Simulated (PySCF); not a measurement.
## A study: Cl$_{3}$Ga, SMILES `Cl[Ga](Cl)Cl`

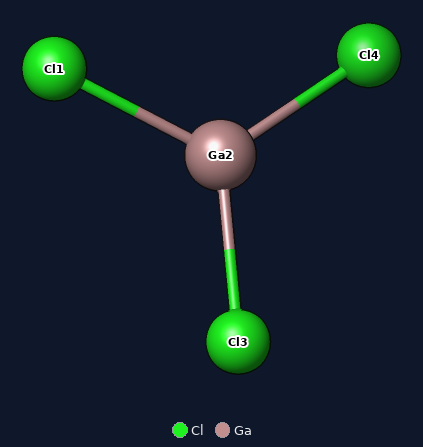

The molecule, with its atoms numbered as below. No frequency check shows the geometry to be a minimum.

Coordinates in Å:

```
Cl1      1.5238   -1.4293    0.0000
Ga2     -0.0007    0.0000    0.0000
Cl3      0.4765    2.0340    0.0000
Cl4     -1.9991   -0.6047    0.0000
```

Part 1: Bonding charge

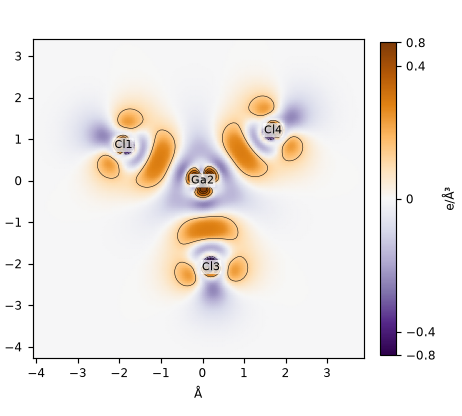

Deformation density (molecule less spherical, spin-averaged free atoms) in the molecular plane; colour scale in e/Å³, logarithmic beyond ±0.1; orange: gain, purple: loss.

Level of theory: TPSSh/def2-TZVP (PySCF), at a geometry from GFN2-xTB.

Describe the bonding that the map shows.

Answer. Ga2–Cl4, Ga2–Cl3 and Cl1–Ga2: +0.08 e/Å³ at the bond critical point (bond length 2.09 Å, Mayer order 1.2). In all, 0.9 electrons gather in the regions of gain relative to the promolecule. A small or negative value marks a very polar bond, one between electron-rich atoms, whose free-atom densities already overlap strongly, a long bond to a heavier atom, or a closed-shell contact such as a hydrogen bond.

Where do the Hirshfeld charges lie?

Answer. The highest Hirshfeld charge is on Ga2 (+0.47 e), the lowest on Cl1, Cl3 and Cl4 (−0.16 e).

Part 2: Local ionisation energy

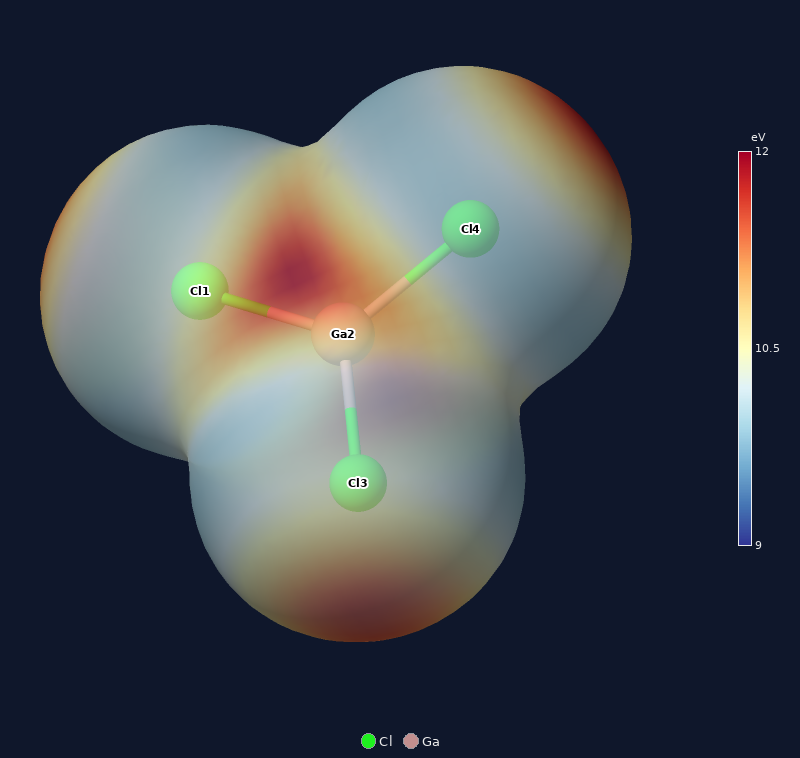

Average local ionisation energy on the surface of electron density 0.001 a.u.

Where are the most loosely bound electrons on this surface?

Answer. The lowest value is 9.8 eV, 2.1 Å from Cl3, and at like points elsewhere. For comparison, the highest occupied orbital lies at −8.7 eV.

Part 3: Excited states

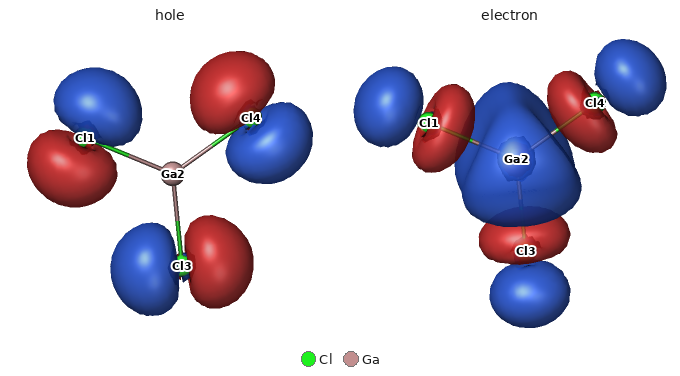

Leading natural transition orbital pair of S₁ (TDA singlet states); the surfaces enclose about 78 % of each orbital's density.

PySCF calculation, CAM-B3LYP/def2-SVPD, gas phase; geometry: GFN2-xTB.

Give its energy and the atoms that hole and electron lie on.

Answer. 6.40 eV (194 nm), f = 0.000 (dark), partly diffuse acceptor orbital; the leading pair carries 98 %; hole on Cl1, Cl3 and Cl4 (32 % each), electron on Ga2 (44 %) and Cl1, Cl3 and Cl4 (19 % each) (atom shares of so diffuse an orbital are rough); their centroids lie 0.0 Å apart. In canonical orbitals it is mainly HOMO → LUMO (95 %). The HOMO–LUMO gap is 9.83 eV.

Part 4: Removing or adding an electron

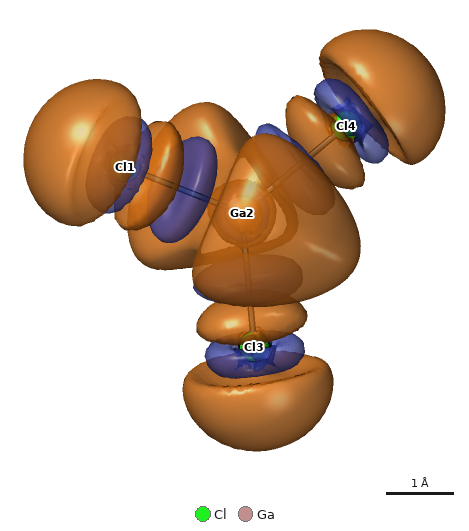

Fukui function f⁺ = ρ(N+1) − ρ(N) at fixed geometry, surfaces at ±0.01 e/Å³ (orange positive, blue negative).

PySCF calculation, HF/def2-SVP, gas phase; geometry: GFN2-xTB.

Which atoms respond most to the addition of an electron?

Answer. f⁺ (Hirshfeld-condensed) is largest on Ga2 (0.44); the vertical electron affinity is −1.53 eV (the stability of the anion's solution wasn't checked; negative, but this basis has no diffuse functions, so it doesn't show that the anion is unbound). Condensed values hint at sites of nucleophilic attack but needn't mark the atom that reacts. Orbital relaxation makes it negative in places (0.13 e in all).

| atom | f⁺ | charge |
| --- | --- | --- |
| Cl1 | +0.19 | −0.19 |
| Ga2 | +0.44 | +0.57 |
| Cl3 | +0.19 | −0.19 |
| Cl4 | +0.19 | −0.19 |

Part 5: Localised orbitals

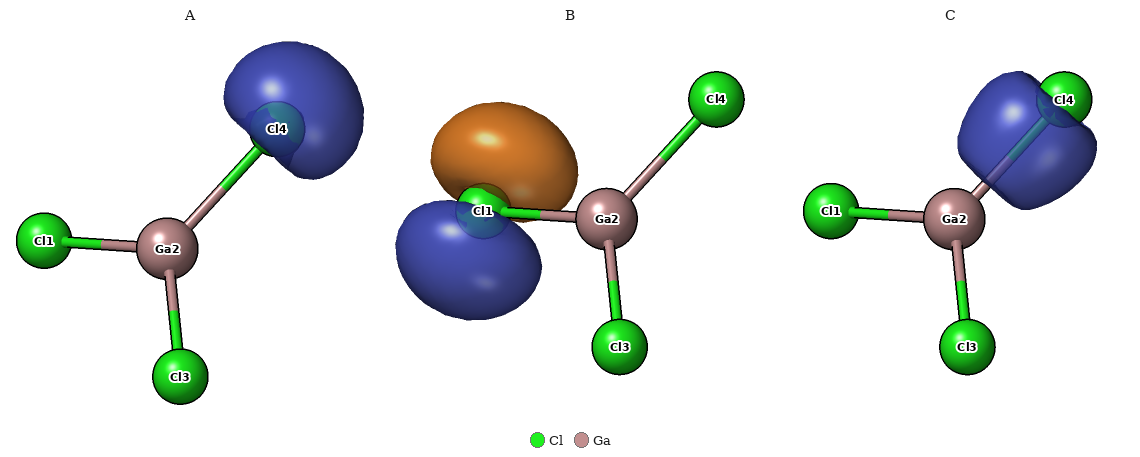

Pipek–Mezey orbitals, occupied; each surface holds about 70 % of the orbital's density. Energies are diagonal elements of the Fock matrix.

Level of theory: BLYP/def2-TZVP (PySCF), at a geometry from GFN2-xTB.

What does each orbital represent in a Lewis picture?

Answer. By panel:
- A: lone pair on Cl4 (sp0.4-type) (Cl4 99 %; −16.4 eV)
- B: lone pair on Cl1 (p-type) (Cl1 96 %, Ga2 3 %; −8.2 eV)
- C: σ bond Cl4–Ga2 (Cl4 71 %, Ga2 28 %; −14.6 eV)

The PySCF runs shown took 12 s, 62 s, 8.6 s and 9.7 s on 1 thread of Intel(R) Xeon(R) 6975P-C (Granite Rapids), with other jobs on the host.
